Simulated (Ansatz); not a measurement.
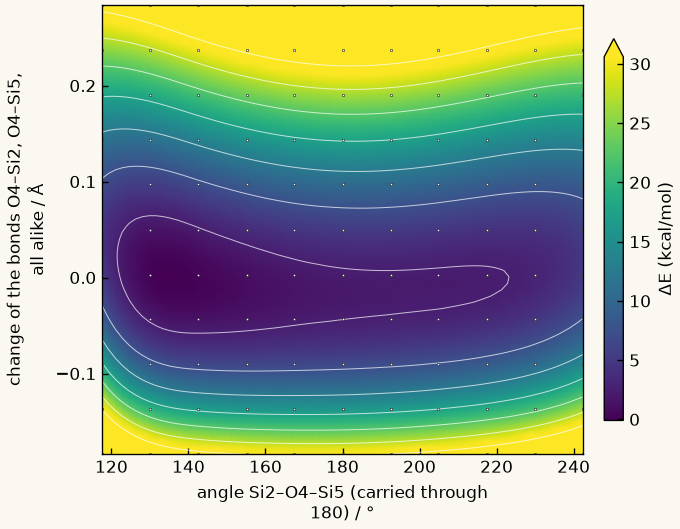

Energy landscape of F₂H₄OSSi₂, SMILES F[SiH](F)O[SiH2]S. 
- First axis: angle Si2–O4–Si5 (carried through 180). Second axis: change of the bonds O4–Si2, O4–Si5, all alike.
- Nothing is relaxed (all other coordinates rigid).
- The scan uses an 11 × 11 grid.
- Points are written as (first, second).
- Energies are in kcal/mol, from the relaxed molecule at the same level.
- All numbers below come from Ansatz, RKS PBE-D4/def2-SVP.

Drawn: a smooth colour map with a few white contour lines, dots at the grid points, one colour for all values above the top of the scale. Between grid points the surface is interpolated. 

Question: Summarise what can be read from the map.

Answer: The lowest grid point is at (130.1°, 0.003 Å), 0.22 kcal/mol from the relaxed molecule at the same level. The highest grid point, (117.6°, −0.184 Å), lies 53.7 kcal/mol above the lowest. Round the minimum the valley is somewhat tilted: raising the first coordinate shifts the best value of the second coordinate downwards (coupling k₁₂/√(k₁₁k₂₂) about 0.3).

Each point was launched as `ansatz run input.yaml --threads 1 --pin off --max-ram 2560MiB --backend cpu --events-out ev --progress --plain --runs-dir out`. The whole map (121 points run) took 8.8 min on 1 thread of Intel(R) Xeon(R) Platinum 8488C (Sapphire Rapids), on a shared host.
